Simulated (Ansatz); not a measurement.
# C₃H₆FGaO: shape, modes and thermochemistry

Aim: relax C₃H₆FGaO from a cheap starting geometry, then compute its harmonic vibrations to see whether it is a minimum and to get the zero-point energy and entropy, and look at its orbitals and charge.

Computed with Ansatz 0.2.0, Gaussian basis. Level: RKS PBE0-D4/def2-TZVP.

Plan: relaxation at PBE0-D4/def2-TZVP; harmonic vibrations at the same level; a single point in def2-TZVPP for the fields.

**1. Where the work starts**

SMILES `C[C]1(F)C[O][GaH]1`, 12 atoms, charge 0, spin multiplicity 1.

Atoms are counted from 1 here; the program's logs count them from 0.

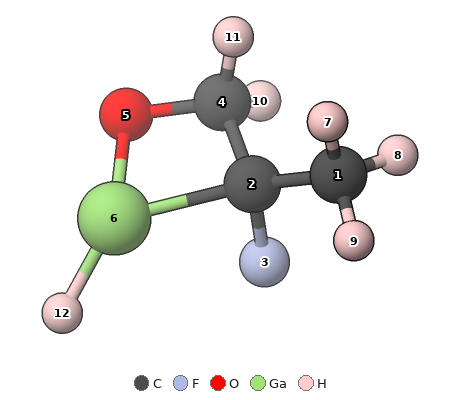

Start geometry, drawn with carbon dark grey, fluorine light blue, oxygen red, gallium green, hydrogen pink; atoms are numbered from 1 in the order of the file.

Geometry (Å):

```mol
C3H6FGaO
  3D, bonds by distance, orders not assigned

 12 12  0  0  0  0  0  0  0  0999 V2000
   -0.9734   -1.1424    0.6768 C   0  0
   -0.1550    0.0316    0.2221 C   0  0
   -1.0272    1.1909    0.1069 F   0  0
    0.5903   -0.0600   -1.1086 C   0  0
    1.6272    0.9125   -1.0717 O   0  0
    1.2860    1.4288    0.6418 Ga  0  0
   -0.3176   -1.9886    0.8702 H   0  0
   -1.7009   -1.4223   -0.0872 H   0  0
   -1.5082   -0.8886    1.5904 H   0  0
   -0.0712    0.1669   -1.9502 H   0  0
    1.0125   -1.0609   -1.2360 H   0  0
    1.2375    2.8321    1.3454 H   0  0
  1  2  8  0
  2  3  8  0
  2  4  8  0
  4  5  8  0
  5  6  8  0
  1  7  8  0
  1  8  8  0
  1  9  8  0
  4 10  8  0
  4 11  8  0
  6 12  8  0
  2  6  8  0
M  END
```

The start is a GFN2-xTB geometry.

**2. Geometry optimisation, PBE0-D4/def2-TZVP**

The input, in.yaml:

```yaml
crystal:
  periodic: [false, false, false]
  atoms:
    - {symbol: C, position_ang: [-0.973440, -1.142390, 0.676780]}
    - {symbol: C, position_ang: [-0.154990, 0.031570, 0.222120]}
    - {symbol: F, position_ang: [-1.027150, 1.190940, 0.106920]}
    - {symbol: C, position_ang: [0.590280, -0.060050, -1.108590]}
    - {symbol: O, position_ang: [1.627150, 0.912540, -1.071720]}
    - {symbol: Ga, position_ang: [1.286050, 1.428800, 0.641810]}
    - {symbol: H, position_ang: [-0.317630, -1.988640, 0.870230]}
    - {symbol: H, position_ang: [-1.700950, -1.422340, -0.087210]}
    - {symbol: H, position_ang: [-1.508160, -0.888620, 1.590440]}
    - {symbol: H, position_ang: [-0.071150, 0.166910, -1.950190]}
    - {symbol: H, position_ang: [1.012500, -1.060850, -1.235990]}
    - {symbol: H, position_ang: [1.237490, 2.832140, 1.345400]}
basis:
  gaussian: {orbitals: def2-TZVP}
hamiltonian: {xc: pbe0, dispersion: d4}
relax: {f_tol: 0.005, max_steps: 150}
```

Run with:

```bash
$ ansatz run in.yaml --threads 2 --pin off --events-out ev --progress --plain --max-ram 32768MiB --backend cuda --devices 0, --max-vram 18GiB
```

The log of the run, shortened:

```text
Functional definition: PBE0
  name "PBE0"
  cite "Adamo & Barone, J. Chem. Phys. 110, 6158 (1999) doi:10.1063/1.478522"
  cite "Perdew, Burke & Ernzerhof, Phys. Rev. Lett. 77, 3865 (1996) doi:10.1103/PhysRevLett.77.3865"
  parent pbe
[...]
1524 factors; their error is unknown
[...]
mean field -60337.54221740 eV, -2217.3637782343 hartree, gradient 1.9e-5 eV, S^2 0.000000; 0 other end points of the search recorded, 0 dependent functions left out
[...]
reference -60337.54225153 eV, -2217.3637794887 hartree; 36, 36 occupied and 203, 203 virtual orbitals, 1524 factors
relax step   1: F+E_penalty+E_count = -60337.77259284 eV  Δ(F+E_penalty+E_count) = +0.000e0 eV  max|allowed force component| = 8.498e-1 eV/Å  Δτ_max = 0.0000 Å  (33 SCF iters, accepted)
[...]
relax step   4: F+E_penalty+E_count = -60338.07549376 eV  Δ(F+E_penalty+E_count) = -4.613e-2 eV  max|allowed force component| = 6.215e-1 eV/Å  Δτ_max = 0.1909 Å  (31 SCF iters, accepted)
[...]
relax step   7: F+E_penalty+E_count = -60338.14442738 eV  Δ(F+E_penalty+E_count) = -5.650e-3 eV  max|allowed force component| = 1.017e-1 eV/Å  Δτ_max = 0.0376 Å  (33 SCF iters, accepted)
[...]
relax step  10: F+E_penalty+E_count = -60338.15208782 eV  Δ(F+E_penalty+E_count) = -1.439e-3 eV  max|allowed force component| = 1.130e-1 eV/Å  Δτ_max = 0.0383 Å  (33 SCF iters, accepted)
[...]
1524 factors; their error is unknown
[...]
mean field -60337.92061800 eV, -2217.3776841998 hartree, gradient 1.8e-5 eV, S^2 0.000000; 1 other end points of the search recorded, 0 dependent functions left out
[...]
reference -60337.92065134 eV, -2217.3776854253 hartree; 36, 36 occupied and 203, 203 virtual orbitals, 1524 factors
Total energy: -60338.15274943 eV, -2217.3862148726 hartree
Atom 0 at    -0.862716    -1.017391     0.743268 Å, force    -0.001341     0.000928    -0.001544 eV/Å
Atom 1 at    -0.440391     0.219590     0.003963 Å, force     0.000248     0.004242     0.003420 eV/Å
Atom 2 at    -1.591005     0.896306    -0.404458 Å, force     0.001762    -0.003691    -0.001181 eV/Å
Atom 3 at     0.524756     0.002120    -1.178787 Å, force    -0.002246    -0.003448    -0.002786 eV/Å
Atom 4 at     1.701086     0.743726    -0.867108 Å, force    -0.000243     0.001992    -0.000123 eV/Å
Atom 5 at     1.031601     1.428432     0.683724 Å, force     0.000810    -0.000914     0.001634 eV/Å
Atom 6 at     0.011507    -1.582353     1.077133 Å, force     0.000177     0.000054    -0.000101 eV/Å
Atom 7 at    -1.456383    -1.665801     0.088851 Å, force     0.000372    -0.000358     0.000307 eV/Å
Atom 8 at    -1.466761    -0.769161     1.617491 Å, force    -0.000133     0.000091    -0.000174 eV/Å
Atom 9 at     0.059766     0.367597    -2.101556 Å, force     0.000462     0.000414    -0.000061 eV/Å
Atom 10 at     0.773232    -1.058786    -1.309747 Å, force    -0.000404     0.000384     0.000436 eV/Å
Atom 11 at     1.715307     2.435733     1.647227 Å, force     0.000537     0.000306     0.000172 eV/Å
Dipole moment:    -0.036293    -0.115381     0.427695 e Å
```

It took 39 s on 1 × H100 (card shared with other runs) with 2 threads of AMD EPYC 7R13, shared host; peak host memory 0.9 GiB.

Along the way:

| step | energy from step 1 (eV) | largest force component (eV/Å) |
| --- | --- | --- |
| 1 | 0.0000 | 0.8498 |
| 2 | -0.1621 | 0.4333 |
| 3 | -0.2568 | 0.5000 |
| 4 | -0.3029 | 0.6215 |
| 5 | -0.3448 | 0.5341 |
| 6 | -0.3662 | 0.1546 |
| 7 | -0.3718 | 0.1017 |
| 8 | -0.3763 | 0.1691 |
| 9 | -0.3781 | 0.1610 |
| 10 | -0.3795 | 0.1130 |
| 11 | -0.3800 | 0.0489 |
| 12 | -0.3801 | 0.0103 |
| 13 | -0.3801 | 0.0042 |

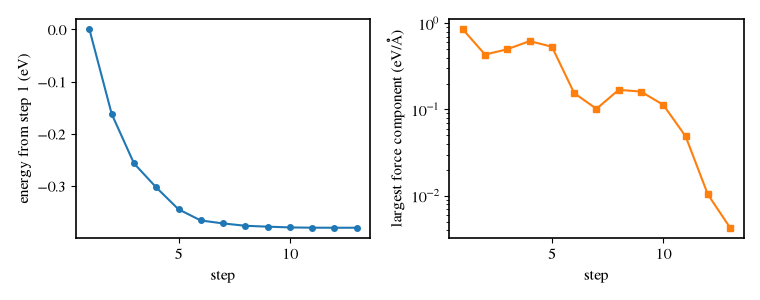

Energy and force, step by step.

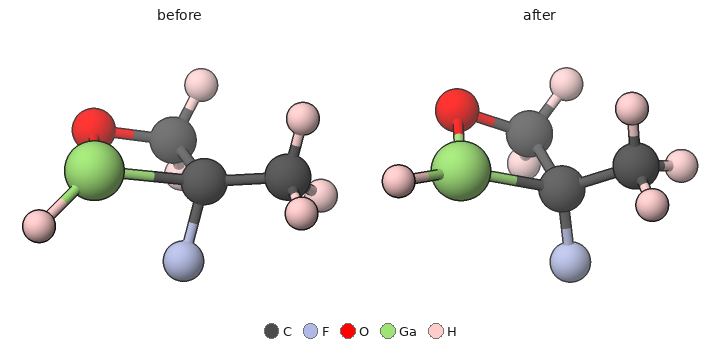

Before and after, at one scale.

Close pairs (by a distance rule), those that changed most:

```csv
bond,before (Å),after (Å),change (Å)
C2–F3,1.455,1.396,-0.059
C2–Ga6,2.051,2.022,-0.028
Ga6–H12,1.571,1.553,-0.018
C2–C4,1.528,1.542,+0.014
C1–H7,1.088,1.093,+0.005
C1–H8,1.091,1.096,+0.004
C4–H11,1.094,1.097,+0.004
C4–O5,1.422,1.425,+0.003
```

Mulliken charges of the relaxed molecule (report file):

| atom | value (e) |
| --- | --- |
| C1 | -0.39 |
| C2 | 0.08 |
| F3 | -0.23 |
| C4 | 0.03 |
| O5 | -0.42 |
| Ga6 | 0.38 |
| H7 | 0.12 |
| H8 | 0.13 |
| H9 | 0.14 |
| H10 | 0.10 |
| H11 | 0.09 |
| H12 | -0.02 |

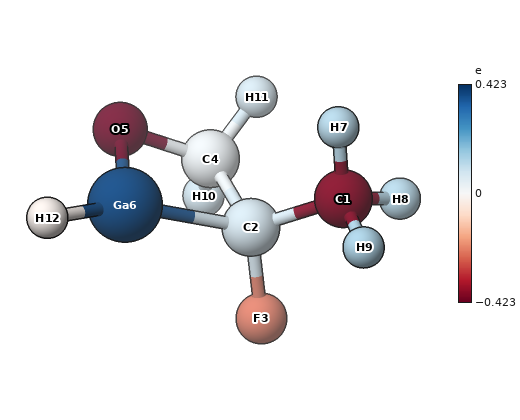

Mulliken charges of the relaxed molecule (report file), as colours on the atoms.

**3. Vibrations by finite differences**

The input, in.yaml:

```yaml
crystal:
  periodic: [false, false, false]
  atoms:
    - {symbol: C, position_ang: [-0.862716, -1.017391, 0.743268]}
    - {symbol: C, position_ang: [-0.440391, 0.219590, 0.003963]}
    - {symbol: F, position_ang: [-1.591005, 0.896306, -0.404458]}
    - {symbol: C, position_ang: [0.524756, 0.002120, -1.178787]}
    - {symbol: O, position_ang: [1.701086, 0.743726, -0.867108]}
    - {symbol: Ga, position_ang: [1.031601, 1.428432, 0.683724]}
    - {symbol: H, position_ang: [0.011507, -1.582353, 1.077133]}
    - {symbol: H, position_ang: [-1.456383, -1.665801, 0.088851]}
    - {symbol: H, position_ang: [-1.466761, -0.769161, 1.617491]}
    - {symbol: H, position_ang: [0.059766, 0.367597, -2.101556]}
    - {symbol: H, position_ang: [0.773232, -1.058786, -1.309747]}
    - {symbol: H, position_ang: [1.715307, 2.435733, 1.647227]}
basis:
  gaussian: {orbitals: def2-TZVP}
hamiltonian: {xc: pbe0, dispersion: d4}
phonons: {temperatures: {t_min: 298.15, t_max: 900, t_step: 200}}
```

Launched as before.

The log of the run, shortened:

```text
Functional definition: PBE0
  name "PBE0"
  cite "Adamo & Barone, J. Chem. Phys. 110, 6158 (1999) doi:10.1063/1.478522"
  cite "Perdew, Burke & Ernzerhof, Phys. Rev. Lett. 77, 3865 (1996) doi:10.1103/PhysRevLett.77.3865"
  parent pbe
[...]
1524 factors; their error is unknown
[...]
mean field -60337.92058884 eV, -2217.3776831285 hartree, gradient 1.6e-5 eV, S^2 0.000000; 0 other end points of the search recorded, 0 dependent functions left out
[...]
reference -60337.92062237 eV, -2217.3776843604 hartree; 36, 36 occupied and 203, 203 virtual orbitals, 1524 factors
[...]
1524 factors; their error is unknown
mean field -60337.92039682 eV, -2217.3776760719 hartree, gradient 1.8e-6 eV, S^2 0.000000; 0 other end points of the search recorded, 0 dependent functions left out
[...]
reference -60337.92043035 eV, -2217.3776773039 hartree; 36, 36 occupied and 203, 203 virtual orbitals, 1524 factors
[...]
Atom 5 at     1.031601     1.428432     0.683724 Å, force     0.000898    -0.000960     0.001581 eV/Å
Atom 6 at     0.011507    -1.582353     1.077133 Å, force     0.000148     0.000131    -0.000096 eV/Å
Atom 7 at    -1.456383    -1.665801     0.088851 Å, force     0.000291    -0.000381     0.000385 eV/Å
Atom 8 at    -1.466761    -0.769161     1.617491 Å, force    -0.000134     0.000091    -0.000168 eV/Å
Atom 9 at     0.059766     0.367597    -2.101556 Å, force     0.000484     0.000356    -0.000157 eV/Å
Atom 10 at     0.773232    -1.058786    -1.309747 Å, force    -0.000398     0.000403     0.000334 eV/Å
Atom 11 at     1.715307     2.435733     1.647227 Å, force     0.000408     0.000296     0.000224 eV/Å
Dipole moment:    -0.036292    -0.115382     0.427694 e Å
Vibrations: 73.77 177.62 249.98 270.43 350.37 393.69 464.40 479.65 539.87 570.19 698.49 881.00 941.53 943.61 1043.95 1113.90 1159.82 1213.23 1230.48 1342.71 1399.67 1464.37 1487.23 1497.71 2011.51 3015.02 3033.20 3066.39 3107.39 3134.45 cm⁻¹, zero-point energy 2.315753 eV
```

Run time: 76 s. Hardware: 1 × H100 (card shared with other runs) with 2 threads of AMD EPYC 7R13, shared host; peak host memory 0.91 GiB.

Motions are named by where the mode's potential energy lies. The modes, unscaled (a negative number is an imaginary wavenumber):

| mode | cm⁻¹ | motion |
| --- | --- | --- |
| 1 | 74 | torsion |
| 2 | 178 | torsion |
| 3 | 250 | torsion with Ga–C stretch |
| 4 | 270 | torsion |
| 5 | 350 | torsion with bend |
| 6 | 394 | torsion with bend |
| 7 | 464 | torsion |
| 8 | 480 | bend with torsion |
| 9 | 540 | bend |
| 10 | 570 | mixed, led by torsion |
| 11 | 698 | Ga–O stretch with bend |
| 12 | 881 | bend with C–C stretch |
| 13 | 942 | C–F stretch with bend |
| 14 | 944 | bend with torsion |
| 15 | 1044 | C–O stretch |
| 16 | 1114 | bend |
| 17 | 1160 | bend |
| 18 | 1213 | bend with C–C stretch |
| 19 | 1230 | bend |
| 20 | 1343 | bend |
| 21 | 1400 | bend |
| 22 | 1464 | bend |
| 23 | 1487 | bend |
| 24 | 1498 | bend |
| 25 | 2012 | Ga–H stretch |
| 26 | 3015 | C–H stretch |
| 27 | 3033 | C–H stretch |
| 28 | 3066 | C–H stretch |
| 29 | 3107 | C–H stretch |
| 30 | 3134 | C–H stretch |

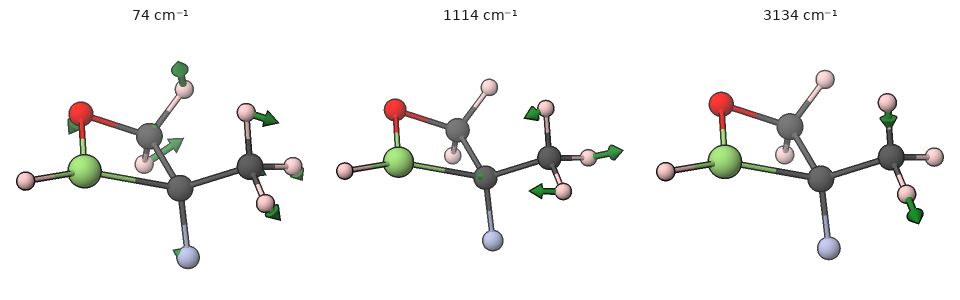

Displacements of 3 modes, as arrows.

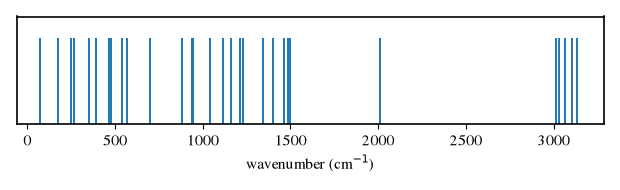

The harmonic wavenumbers as sticks (no intensities were computed).

From these modes and the moments of inertia (298.15 K, 1 bar, symmetry number 1):

| term | value |
| --- | --- |
| zero-point energy | 223.4 kJ/mol |
| H(298) − E | 244.6 kJ/mol |
| entropy, translation | 171.1 J/(mol K) |
| entropy, rotation | 115.8 J/(mol K) |
| entropy, vibration | 64.6 J/(mol K) |
| entropy, total | 351.5 J/(mol K) |

**4. Fields at the relaxed geometry**

in.yaml: that of step 3 with these lines changed.

```diff
@@ -16,4 +16,4 @@
 basis:
-  gaussian: {orbitals: def2-TZVP}
+  gaussian: {orbitals: def2-TZVPP}
 hamiltonian: {xc: pbe0, dispersion: d4}
-phonons: {temperatures: {t_min: 298.15, t_max: 900, t_step: 200}}
+output: {orbitals: {seedname: orbitals}}
```

Launched as before.

The log of the run:

```text
Functional definition: PBE0
  name "PBE0"
  cite "Adamo & Barone, J. Chem. Phys. 110, 6158 (1999) doi:10.1063/1.478522"
  cite "Perdew, Burke & Ernzerhof, Phys. Rev. Lett. 77, 3865 (1996) doi:10.1103/PhysRevLett.77.3865"
  parent pbe
  parameter a = 0.25
  parameter kappa = 0.804
  parameter beta = 0.06672455060314922
  exchange = (1 - a)*pbe_x(kappa = kappa, mu = beta*pi^2/3) + a*exact_x
  correlation = pbe_c(beta = beta)
1614 factors; their error is unknown
mean field evaluation 1: about -60327.1188 eV, gradient 7.3e1 eV
mean field evaluation 2: about -60283.9421 eV, gradient 1.5e2 eV
mean field evaluation 4: about -60337.5929 eV, gradient 9.8e0 eV
mean field evaluation 8: about -60337.7885 eV, gradient 3.1e-1 eV
mean field evaluation 16: about -60337.9736 eV, gradient 6.2e-4 eV
mean field -60337.97361301 eV, -2217.3796317305 hartree, gradient 6.5e-5 eV, S^2 0.000000; 0 other end points of the search recorded, 0 dependent functions left out
reference -60337.97364719 eV, -2217.3796329867 hartree; 36, 36 occupied and 251, 251 virtual orbitals, 1614 factors
Total energy: -60338.20574528 eV, -2217.3881624341 hartree
```

Wall time 8 s (1 × H100 (card shared with other runs) with 2 threads of AMD EPYC 7R13, shared host); peak host memory 0.84 GiB.

The fields below are evaluated on a grid from the run's orbitals.

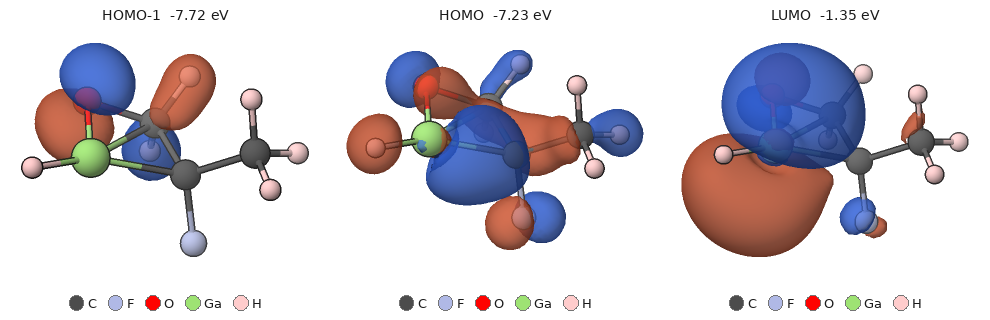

Frontier orbitals at PBE0-D4/def2-TZVPP; each surface holds 70 % of the orbital's density, blue and red mark the sign.

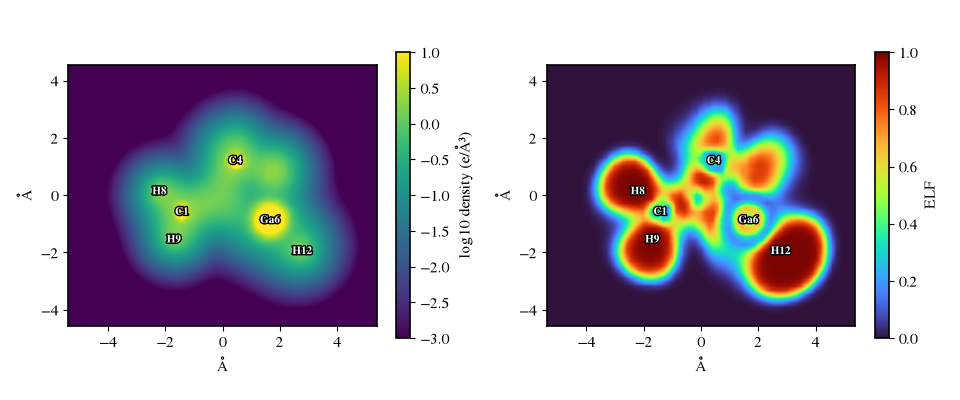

Density (left) and ELF (right) in a plane through or near 6 of the atoms.

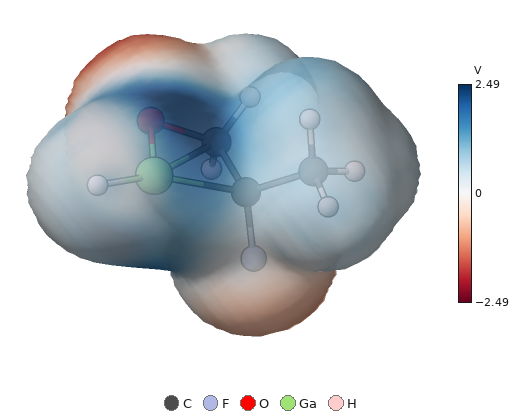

Electrostatic potential on the surface of density 0.002 e/bohr³; red is low, blue high. It runs from -1.68 V near O5 to 2.49 V near Ga6.

**5. Summary of results**

| quantity | value |
| --- | --- |
| point group | C1 |
| steps | 13 |
| shift from the start (rms) | 0.420 Å |
| total energy | -60338.1527 eV |
| dispersion term | -232 meV |
| dipole moment | 2.13 D |
| lowest, highest wavenumber | 74, 3134 cm⁻¹ |
| zero-point energy | 223.4 kJ/mol |
| entropy at 298.15 K | 351.5 J/(mol K) |
| HOMO, LUMO | -7.23, -1.35 eV |

In words: The atoms moved 0.42 Å (rms) from the start; the bond that changed most is C2–F3, from 1.455 to 1.396 Å. All wavenumbers are real, so the end point is a minimum. The stiffest mode, 3134 cm⁻¹, is a C–H stretch, and 2 modes under 200 cm⁻¹ make the vibrational entropy uncertain. Harmonic hybrid wavenumbers usually lie a few per cent above measured fundamentals. The largest Mulliken charge, -0.42 e, sits on O5. The HOMO lies mostly on C2 32 %; Ga6 17 % and the LUMO on Ga6 53 %; H12 21 %.
